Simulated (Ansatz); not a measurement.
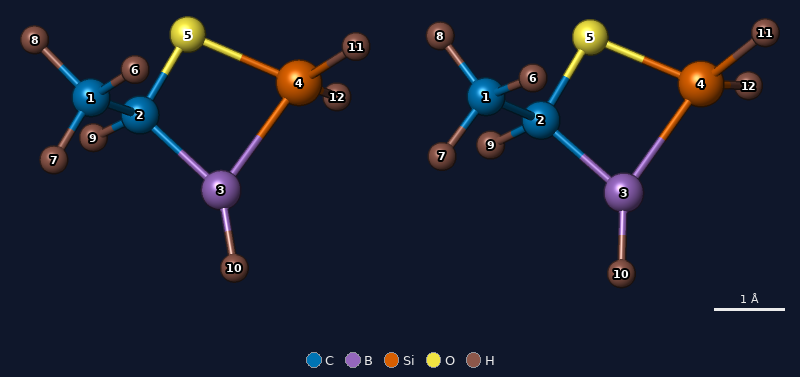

Two geometries of C₂H₇BOSi (coarse preliminary run), drawn at one scale. One is the start of a relaxation, the other its converged end. The picture is a ball-and-stick view, seen at a tilt.

All numbers below come from RKS PBE-D4/def2-SVP in Ansatz 0.2.0. (force threshold 0.03 eV/Å; at most 200 steps)

Q: Which one is relaxed?

A: The right one is the relaxed one. The start comes from a force field. H11 moves most after the best rigid fit: 0.29 Å. By element the largest moves are H 0.29 Å, C 0.09 Å, O 0.06 Å, B 0.05 Å, Si 0.04 Å. Near-neighbour distances that change, for instance: Si4–H12 1.421 → 1.510 Å, C1–C2 1.468 → 1.532 Å, C2–O5 1.411 → 1.473 Å, C1–H8 1.171 → 1.109 Å. Bond angles that change, for instance: H11–Si4–H12 121.9° → 107.0°, C2–B3–H10 142.4° → 129.6°, B3–Si4–H11 109.6° → 121.1°. After 5 geometry steps the energy has fallen by 0.596 eV. The largest force component goes from 2.7 to 0.0089 eV/Å.
